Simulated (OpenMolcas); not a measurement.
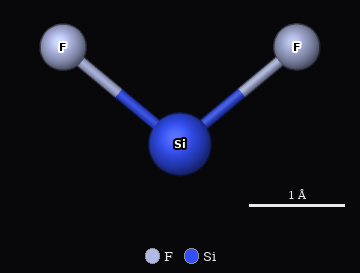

Fig. 1: The structure (ball-and-stick view, seen on its broad side). Bond lengths as drawn: F–Si 1.60 Å.

# Single-point calculation of SiF$_{2}$

The run: single-point calculation of SiF$_{2}$, SMILES F[Si]F. Method and program: CASPT2/ANO-RCC-VDZ, DKH2 (OpenMolcas 26.06).

The geometry comes from this level: PBE0-D4/def2-TZVP.

## The input
```
* F2Si CASPT2

&GATEWAY
 COORD = mol.xyz
 BASIS = ANO-RCC-VDZ
 GROUP = NoSym
 RICD

&SEWARD

&RASSCF
 FILEORB = $CurrDir/step2.RasOrb
 SPIN = 1
 NACTEL = 18 0 0
 INACTIVE = 7
 RAS2 = 12
 ORBLISTING = Nothing
 ORBAPPEAR = Compact

&CASPT2
 IMAGINARY = 0.2
```

## File mol.xyz
```
3

F      0.166300     1.246800     0.229400
Si    -0.594900    -0.046400    -0.330100
F      0.428600    -1.200400     0.100700
```

Run on 1 thread of Intel Xeon (Sapphire Rapids), 16 GiB of memory available, shared host.

Command:
```bash
export MOLCAS_MEM=1860
pymolcas step3.input > step3.log
```

## The program's output
```
--- Start Module: gateway ---

                                              &GATEWAY

                       available to each process: 1.9 GB of memory, 1 thread

++    Symmetry information:
      ---------------------

                    Character Table for C1

                             E
                    a        1  x, y, xy, Rz, z, xz, Ry, yz, Rx, I
--

++    Basis set information:
      ----------------------

      Basis set label: F.ANO-RCC...3S2P.

      Electronic valence basis set:
      ------------------
      Associated Effective Charge   9.000000 au
      Associated Actual Charge      9.000000 au
      Nuclear Model: Point charge

      Shell  nPrim  nBasis  Cartesian Spherical Contaminant
         s      14       3        X
         p       9       2        X

      Basis set label: SI.ANO-RCC...4S3P.

      Electronic valence basis set:
      ------------------
      Associated Effective Charge  14.000000 au
      Associated Actual Charge     14.000000 au
      Nuclear Model: Point charge

      Shell  nPrim  nBasis  Cartesian Spherical Contaminant
         s      17       4        X
         p      12       3        X

      Basis set label: F.ANO-RCC...3S2P.

      Electronic valence basis set:
      ------------------
      Associated Effective Charge   9.000000 au
      Associated Actual Charge      9.000000 au
      Nuclear Model: Point charge

      Shell  nPrim  nBasis  Cartesian Spherical Contaminant
         s      14       3        X
         p       9       2        X
--

++    Molecular structure info:
      -------------------------

                    ************************************************
                    **** Cartesian Coordinates / bohr, angstrom ****
                    ************************************************

     Center  Label                x              y              z                     x              y              z
        1      F1               0.314261       2.356111       0.433503              0.166300       1.246800       0.229400
        2      SI2             -1.124198      -0.087683      -0.623799             -0.594900      -0.046400      -0.330100
        3      F3               0.809937      -2.268427       0.190295              0.428600      -1.200400       0.100700

                    ***************************************
                    *    InterNuclear Distances / bohr    *
                    ***************************************

               1 F1            2 SI2           3 F3
    1 F1       0.000000
    2 SI2      3.026414        0.000000
    3 F3       4.657381        3.026429        0.000000

                    *******************************************
                    *    InterNuclear Distances / angstrom    *
                    *******************************************

               1 F1            2 SI2           3 F3
    1 F1       0.000000
    2 SI2      1.601509        0.000000
    3 F3       2.464580        1.601517        0.000000
--

            Nuclear Potential Energy            100.65841358 au

--- Stop Module: gateway /rc=_RC_ALL_IS_WELL_ ---

--- Start Module: seward ---

                                              &SEWARD

                       available to each process: 1.9 GB of memory, 1 thread

               SEWARD will generate:
                  Multipole Moment integrals up to order  2
                  Kinetic Energy integrals
                  Nuclear Attraction integrals (point charge)
                  One-Electron Hamiltonian integrals
                  Velocity integrals
                  Relativistic Douglas-Kroll-Hess integrals:
                    - Parametrization         : EXP
                    - DKH order of Hamiltonian: 2
                    - DKH order of Properties : 0
                         - multipole moment operators
                         - electric potential operators
                         - contact operators
                  Orbital angular momentum around ( -0.1530  -0.0119  -0.0849 )
                  Velocity quadrupole around ( -0.1530  -0.0119  -0.0849 )
                  Atomic mean-field integrals
                  RI decomposed two-electron repulsion integrals stored Cholesky style
                   - acCD auxiliary basis
                   - CD Threshold:   1.00E-04

                   Integrals are discarded if absolute value <: 1.00E-14
                   Integral cutoff threshold is set to       <: 1.00E-16

            Nuclear Potential Energy            100.65841358 au

      Basis set specifications :
      Symmetry species         a
      Basis functions           31

--- Stop Module: seward /rc=_RC_ALL_IS_WELL_ ---

--- Start Module: rasscf ---

                                              &RASSCF

                       available to each process: 1.9 GB of memory, 1 thread

      Header of the ONEINT file:
      --------------------------

      OrdInt status: non-squared

      Cartesian coordinates in angstrom:
      -----------------------------------------------------
      No.  Label        X            Y            Z
      -----------------------------------------------------
       1   F1         0.16630000   1.24680000   0.22940000
       2   SI2       -0.59490000  -0.04640000  -0.33010000
       3   F3         0.42860000  -1.20040000   0.10070000
      -----------------------------------------------------
      Nuclear repulsion energy =  100.65841358

++    Wave function specifications:
      -----------------------------

      Number of closed shell electrons          14
      Number of electrons in active shells      18
      Max number of holes in RAS1 space          0
      Max nr of electrons in RAS3 space          0
      Number of inactive orbitals                7
      Number of active orbitals                 12
      Number of secondary orbitals              12
      Spin quantum number                      0.0
      State symmetry                             1
--

++    Orbital specifications:
      -----------------------

      Symmetry species                           1
                                                 a
      Frozen orbitals                            0
      Inactive orbitals                          7
      Active orbitals                           12
      RAS1 orbitals                              0
      RAS2 orbitals                             12
      RAS3 orbitals                              0
      Secondary orbitals                        12
      Deleted orbitals                           0
      Number of basis functions                 31
--

++    CI expansion specifications:
      ----------------------------

      Number of CSFs                         15730
      Number of spin combinations            24310
      Number of determinants                 48400
      Number of root(s) required                 1
      Root chosen for geometry opt.              1
      CI root used                               1

      highest root included in the CI            1
      max. size of the explicit Hamiltonian    200
--

++    Optimization specifications:
      ----------------------------

      RASSCF algorithm: LK RI/DF
      Maximum number of macro iterations       200
      Maximum number of SX iterations          100
      Threshold for RASSCF energy            1.000E-08
      Threshold for max MO rotation          1.000E-01
      Threshold for max BLB element          1.000E-04
      Level shift parameter                  5.000E-01
      Make Quasi-Newton update
--

      The MO-coefficients are taken from the file:
      step2.RasOrb
      Title: RASSCF average (pseudo-natural) orbitals

      Total molecular charge    0.00

      ************************************************************************************************************************
      *                                            Wave function control section                                             *
      ************************************************************************************************************************

                                         RASSCF iterations: Energy and convergence statistics
                                         ----------------------------------------------------

          iter iter root      energy       change     param      element    value   shift minimum  type update hh:mm:ss
 Nr of preliminary CI iterations:   5
        1   1    6    1  -488.73885780    0.00E+00   5.21E-04    2  19 1  2.07E-03*  0.00   0.00    SX    NO    0:00:01
        2   1    5    1  -488.73885804   -2.37E-07*  2.24E-04    2  19 1  4.89E-05   0.00   0.00    SX    NO    0:00:00
        3   2    6    1  -488.73886674   -8.70E-06* -2.08E-04    2  19 1 -9.36E-04*  0.00   0.00    SX    NO    0:00:00
        4   6    6    1  -488.73886945   -2.71E-06*  3.10E-04    2  19 1 -1.00E-03*  0.00   0.00    SX    NO    0:00:01
        5   3    5    1  -488.73886953   -8.11E-08* -1.89E-04    2  19 1 -1.41E-04*  0.00   1.27    QN   YES    0:00:00
        6   3    4    1  -488.73886954   -7.77E-09  -6.46E-05    2  19 1  4.32E-05   0.00   1.15    QN   YES    0:00:00
      Convergence after  6 iterations
        7   1    4    1  -488.73886954   -5.63E-10  -6.46E-05    2  19 1  2.47E-05   0.00   1.15    QN   YES    0:00:00

      ************************************************************************************************************************
                                                      Wave function printout:
                       occupation of active orbitals, and spin coupling of open shells (u,d: Spin up or down)
      ************************************************************************************************************************

      Note: transformation to natural orbitals
      has been made, which may change the order of the CSFs.

      printout of CI-coefficients larger than  0.05 for root  1
      energy=    -488.738870
      conf/sym  111111111111     Coeff  Weight
             1  222222222000   0.97961 0.95964
            62  222222uu2d0d  -0.05874 0.00345
           816  22u222u22dd0  -0.05014 0.00251
           863  22u2222d20ud   0.06569 0.00431

      Natural orbitals and occupation numbers for root  1
      sym 1:   1.999788   1.999788   1.979671   1.994910   1.996737   1.989002   1.984002   1.978546   1.994353   0.028891
               0.025419   0.028895

      ************************************************************************************************************************
      *                                                    Final results                                                     *
      ************************************************************************************************************************

++    Final optimization conditions:
      ------------------------------

      Average CI energy                            -488.73886954
      RASSCF energy for state  1                   -488.73886954
      Super-CI energy                                -0.00000000
      RASSCF energy change                            0.00000000
      Max change in MO coefficients              -5.697E-05
      Max non-diagonal density matrix element    -6.459E-05
      Maximum BLB matrix element                  2.469E-05
      (orbital pair   2,  19 in symmetry   1)
      Norm of electronic gradient            2.957E-05
--

      Final state energy(ies):
      ------------------------

::    RASSCF root number  1 Total energy:   -488.73886954
      Von Neumann Entropy (Root   1) =  0.31645

      Mulliken population analysis for root number:  1
      -----------------------------------------------

++    Molecular charges:
      ------------------

      Mulliken charges per centre
      ---------------------------

                F1      SI2     F3
      Total    9.5488 12.9024  9.5488

      N-E     -0.5488  1.0976 -0.5488

      Total electronic charge=   32.000000

      Total            charge=   -0.000000
--

      Expectation values of various properties for root number:  1
      -----------------------------------------------------------

++    Molecular properties:
      ---------------------

      Charge (e):
                      =   -0.0000
      Dipole Moment (debye):
      Origin of the operator (angstrom)=   -0.0810   -0.0063   -0.0449
                   X= -1.6626E+00               Y= -1.2968E-01               Z= -9.2254E-01           Total=  1.9058E+00
      Quadrupole Moment (debye*angstrom):
      Origin of the operator (angstrom)=   -0.0810   -0.0063   -0.0449
                  XX= -2.4235E+01              XY=  5.8404E-01              XZ= -2.3609E+00              YY= -2.8430E+01
                  YZ= -6.4071E-01              ZZ= -2.1155E+01
      In traceless form (debye*angstrom)
                  XX=  5.5703E-01              XY=  8.7606E-01              XZ= -3.5413E+00              YY= -5.7346E+00
                  YZ= -9.6106E-01              ZZ=  5.1776E+00
--

      LoProp population analysis for root number:  1
      -----------------------------------------------

++    LoProp analysis:
      ----------------

++    Static properties:
      ------------------

      LoProp Charges per center

                   F1       SI2      F3
      Nuclear      9.0000  14.0000   9.0000
      Electronic  -9.4583 -13.0835  -9.4583

      Total       -0.4583   0.9165  -0.4583
--

      Natural Bond Order analysis for root number:  1

++    Natural Bond Order analysis
      ---------------------------
      Based on LoProp computed density
      -------------------------------------------------------------------------------------
      Atom A       Atom B       Bond Order
      -------------------------------------------------------------------------------------
      NBO located      1.000 non-bonded electrons on atom F1
      NBO located      0.993 non-bonded electrons on atom F1
      NBO located      0.984 non-bonded electrons on atom F1
      NBO located      0.989 non-bonded electrons on atom SI2
      NBO located      1.000 non-bonded electrons on atom SI2
      NBO located      0.999 non-bonded electrons on atom SI2
      NBO located      0.998 non-bonded electrons on atom SI2
      NBO located      0.997 non-bonded electrons on atom SI2
      NBO located      1.000 non-bonded electrons on atom F3
      NBO located      0.994 non-bonded electrons on atom F3
      NBO located      0.984 non-bonded electrons on atom F3
      The remaining    5.080 electrons are to be considered as diffuse
--

--

      Average orbitals are written to the RASORB file
      Natural orbitals for root   1 are written to the RASORB.1 file
      Spin density orbitals for root   1 are written to the SPDORB.1 file

--- Stop Module: rasscf /rc=_RC_ALL_IS_WELL_ ---
--- Module rasscf spent 7 seconds ---

--- Start Module: caspt2 ---

                                              &CASPT2

                       available to each process: 1.9 GB of memory, 1 thread

++    Wave function specifications:
      -----------------------------

      Number of closed shell electrons           6
      Number of electrons in active shells      18
      Max number of holes in RAS1 space          0
      Max number of electrons in RAS3 space      0
      Number of inactive orbitals                3
      Number of active orbitals                 12
      Number of secondary orbitals              12
      Spin quantum number                      0.0
      State symmetry                             1
      Number of CSFs                         15730
      Number of CASSCF root(s) available         1
      CASPT2 state passed to geometry opt.       1
      A file JOBMIX will be created
      This is a CASSCF or RASSCF reference function
--

++    Orbital specifications:
      -----------------------

      Symmetry species                           1
                                                 a
      Frozen orbitals                            4
      Inactive orbitals                          3
      Active orbitals                           12
      Secondary orbitals                        12
      Deleted orbitals                           0
      Number of basis functions                 31
--

++    CASPT2 specifications:
      ----------------------

      Type of calculation                        SS-CASPT2
      Fock operator                              state-specific
      IPEA shift                                 0.25
      Real shift                                 0.00
      Imaginary shift                            0.20
      The input orbitals will be transformed to quasi-canonical
--

--------------------------------------------------------------------------------
 Estimated memory requirements:
  POLY3 :                  4015798
  RHS:                      294388
  SIGMA :                   332944
  PRPCTL:                        0
 Available workspace:    232398243

++ CASPT2 computation for group   1

********************************************************************************
 Multi-State initialization phase begins for group   1
--------------------------------------------------------------------------------
********************************************************************************
 Compute H0 matrices for state    1
--------------------------------------------------------------------------------
--------------------------------------------------------------------------------
 H0 matrices have been computed.

********************************************************************************
  CASPT2 EQUATION SOLUTION
--------------------------------------------------------------------------------

  Total nr of CASPT2 parameters:
   Before reduction:       54540
   After  reduction:       54324

 Variance of |WF0>:       0.7048273725

 The contributions to the second order correlation energy in atomic units.
-----------------------------------------------------------------------------------------------------------------------------
  IT.      VJTU        VJTI        ATVX        AIVX        VJAI        BVAT        BJAT        BJAI        TOTAL       RNORM
-----------------------------------------------------------------------------------------------------------------------------
   1    -0.000043   -0.000508   -0.106331   -0.000428   -0.001459   -0.083800   -0.000281   -0.001047   -0.193897    0.011250
   2    -0.000043   -0.000510   -0.108117   -0.000428   -0.001463   -0.083974   -0.000281   -0.001048   -0.195865    0.001709
   3    -0.000043   -0.000510   -0.108083   -0.000428   -0.001462   -0.084033   -0.000281   -0.001048   -0.195888    0.000329
   4    -0.000043   -0.000510   -0.108051   -0.000428   -0.001462   -0.084033   -0.000281   -0.001047   -0.195856    0.000052
   5    -0.000043   -0.000510   -0.108050   -0.000428   -0.001462   -0.084033   -0.000281   -0.001047   -0.195855    0.000009
   6    -0.000043   -0.000510   -0.108051   -0.000428   -0.001462   -0.084033   -0.000281   -0.001047   -0.195855    0.000001
-----------------------------------------------------------------------------------------------------------------------------

  FINAL CASPT2 RESULT:

      Reference energy:        -488.7388695399
      E2 (Non-variational):      -0.1958552496
      Shift correction:          -0.0009328820
      E2 (Variational):          -0.1967881316
      Total energy:            -488.9356576715
      Residual norm:              0.0000001951
      Reference weight:           0.94045

      Contributions to the CASPT2 correlation energy
      Active & Virtual Only:         -0.1920837373
      One Inactive Excited:          -0.0007518803
      Two Inactive Excited:          -0.0030196320

++ Denominators, etc.
--------------------------------------------------------------------------------------------------------------
 Report on small energy denominators, large coefficients, and large energy contributions.
CASE  SYMM ACTIVE-MIX  NON-ACTIVE INDICES          DENOMINATOR     RHS VALUE       COEFFICIENT     CONTRIBUTION
ATVX     1  Mu1.0008  Se1.024                       1.64902052      0.05465311     -0.04110662     -0.00224660
ATVX     1  Mu1.0049  Se1.027                       2.43556332     -0.13516753      0.05327525     -0.00720108
ATVX     1  Mu1.0116  Se1.027                       2.63740465     -0.07198258      0.02657478     -0.00191292
ATVX     1  Mu1.0139  Se1.027                       2.71846401      0.07016350     -0.02520650     -0.00176858
ATVX     1  Mu1.0050  Se1.029                       2.73997707     -0.07678326      0.02671065     -0.00205093
ATVX     1  Mu1.0140  Se1.029                       3.02415066     -0.08352941      0.02690628     -0.00224747
BVATP    1  Mu1.0001  Se1.024 Se1.024               1.91167114      0.03105718     -0.02720849     -0.00084502
BVATP    1  Mu1.0014  Se1.029 Se1.025               3.11186700     -0.08549647      0.02625485     -0.00224470
BVATM    1  Mu1.0007  Se1.029 Se1.027               3.19029972     -0.08055013      0.02510310     -0.00202206
--

   (Skipping property calculation,
    use PROP keyword to activate)
--

  Total CASPT2 energies:
::    CASPT2 Root  1     Total energy:   -488.93565767

  A NEW JOBIPH FILE NAMED 'JOBMIX' IS PREPARED.
********************************************************************************
--- Stop Module: caspt2 /rc=_RC_ALL_IS_WELL_ ---
--- Module caspt2 spent 30 seconds ---

.##################.
.# Happy landing! #.
.##################.

    Timing: Wall=38.86 User=37.52 System=1.25
```

## Summary

```json
{"quantity": "outcome", "value": "converged"}
{"quantity": "total energy", "value": "−488.935658 hartree"}
{"quantity": "CASSCF energy", "value": "−488.738870 hartree"}
{"quantity": "basis functions", "value": "31"}
{"quantity": "wall time", "value": "39 s"}
{"quantity": "peak memory", "value": "0.099 GiB"}
```
